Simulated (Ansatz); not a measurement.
# CH₃ClSi (SMILES C=[SiH]Cl): one structure at several levels

How do the functionals fare away from a minimum? The structure is a structure displaced at random from a GFN2-xTB minimum.

Method: single points in def2-TZVPP; program: Ansatz 0.2.0, Gaussian basis.

Correlated methods freeze the cores.

**1. The system as given**

SMILES `C=[SiH]Cl`, 6 atoms, charge 0, spin multiplicity 1.

Atoms are counted from 1 here; the program's logs count them from 0.

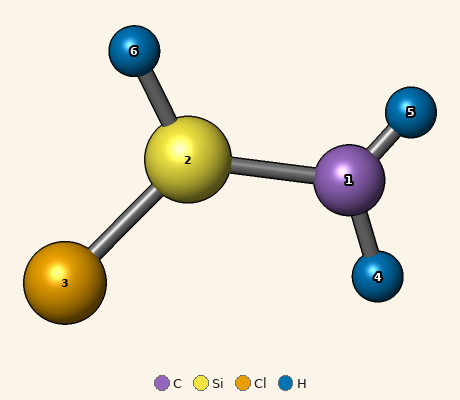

As it starts; carbon purple, silicon yellow, chlorine amber, hydrogen blue; atoms are numbered from 1 in the order of the file.

As a file:

```mol
CH3ClSi
  3D, bonds by distance, orders not assigned

  6  5  0  0  0  0  0  0  0  0999 V2000
   -0.7438    0.4315   -0.6387 C   0  0
    0.4820   -0.1308    0.6724 Si  0  0
    1.3292   -1.9475    0.8583 Cl  0  0
   -1.2152   -0.4805   -1.2826 H   0  0
   -1.1923    1.3902   -0.6789 H   0  0
    1.1791    0.7943    1.5557 H   0  0
  1  2  8  0
  1  4  8  0
  1  5  8  0
  2  3  8  0
  2  6  8  0
M  END
```

**2. CCSD(T)/def2-TZVPP**

Input file run/in.yaml:

```yaml
crystal:
  periodic: [false, false, false]
  atoms:
    - {symbol: C, position_ang: [-0.743800, 0.431500, -0.638700]}
    - {symbol: Si, position_ang: [0.482000, -0.130800, 0.672400]}
    - {symbol: Cl, position_ang: [1.329200, -1.947500, 0.858300]}
    - {symbol: H, position_ang: [-1.215200, -0.480500, -1.282600]}
    - {symbol: H, position_ang: [-1.192300, 1.390200, -0.678900]}
    - {symbol: H, position_ang: [1.179100, 0.794300, 1.555700]}
basis:
  gaussian: {orbitals: def2-TZVPP}
correlation: {method: ccsd_t}
output: {forces: true}
```

The command line of these runs was not kept.

**3. PBE0-D4/def2-TZVPP**

run/in.yaml: that of step 2 with these lines changed.

```diff
@@ -11,3 +11,3 @@
   gaussian: {orbitals: def2-TZVPP}
-correlation: {method: ccsd_t}
-output: {forces: true}
+hamiltonian: {xc: pbe0, dispersion: d4}
+output: {forces: true, orbitals: {seedname: orbitals}}
```

**4. wB97M-V/def2-TZVPP**

run/in.yaml: that of step 3 with these lines changed.

```diff
@@ -11,3 +11,3 @@
   gaussian: {orbitals: def2-TZVPP}
-hamiltonian: {xc: pbe0, dispersion: d4}
-output: {forces: true, orbitals: {seedname: orbitals}}
+hamiltonian: {xc: {name: wB97M-V}}
+output: {forces: true}
```

**5. r2SCAN-D4/def2-TZVPP**

run/in.yaml: that of step 4 with these lines changed.

```diff
@@ -11,3 +11,3 @@
   gaussian: {orbitals: def2-TZVPP}
-hamiltonian: {xc: {name: wB97M-V}}
+hamiltonian: {xc: r2scan, dispersion: d4}
 output: {forces: true}
```

**6. PBE-D4/def2-TZVPP**

run/in.yaml: that of step 5 with these lines changed.

```diff
@@ -11,3 +11,3 @@
   gaussian: {orbitals: def2-TZVPP}
-hamiltonian: {xc: r2scan, dispersion: d4}
+hamiltonian: {xc: pbe, dispersion: d4}
 output: {forces: true}
```

**7. r2SCAN0-D4/def2-TZVPP**

run/in.yaml: that of step 6 with these lines changed.

```diff
@@ -11,3 +11,3 @@
   gaussian: {orbitals: def2-TZVPP}
-hamiltonian: {xc: pbe, dispersion: d4}
+hamiltonian: {xc: {name: r2SCAN0}, dispersion: d4}
 output: {forces: true}
```

**8. SPW92/def2-TZVPP**

run/in.yaml: that of step 7 with these lines changed.

```diff
@@ -11,3 +11,3 @@
   gaussian: {orbitals: def2-TZVPP}
-hamiltonian: {xc: {name: r2SCAN0}, dispersion: d4}
+hamiltonian: {xc: lda}
 output: {forces: true}
```

(Steps that only read results are left out.)

**Question.** What will these runs give? Wanted: energy less free atoms, CCSD(T)/def2-TZVPP; RMS force component; RMS force error; HOMO and LUMO, PBE0-D4; T1 diagnostic.

**Answer**, as computed:

| quantity | value |
| --- | --- |
| energy less free atoms, CCSD(T)/def2-TZVPP | -1865.5 kJ/mol |
| RMS force component | 1.732 to 1.914 eV/Å over the methods |
| RMS force error | PBE0-D4 0.180, wB97M-V 0.246, r2SCAN-D4 0.121, PBE-D4 0.124, r2SCAN0-D4 0.221, SPW92 0.238 eV/Å |
| HOMO and LUMO, PBE0-D4 | -6.26 and -1.64 eV |
| T1 diagnostic | 0.015 |

In words: Against CCSD(T) the functionals' energies less atoms differ by -320.6 to -22.0 kJ/mol, PBE-D4 by -89.2 kJ/mol. A larger basis would deepen the CCSD(T) value, while the functionals are nearly converged already, so the order here is not reliable. The forces of r2SCAN-D4 come nearest to CCSD(T), those of wB97M-V are farthest. Frozen-core CCSD(T) forces in triple zeta carry basis errors of their own, and this is one geometry, so small gaps rank nothing. The restricted Hartree–Fock reference is unstable towards an unrestricted one at one or more of these structures.
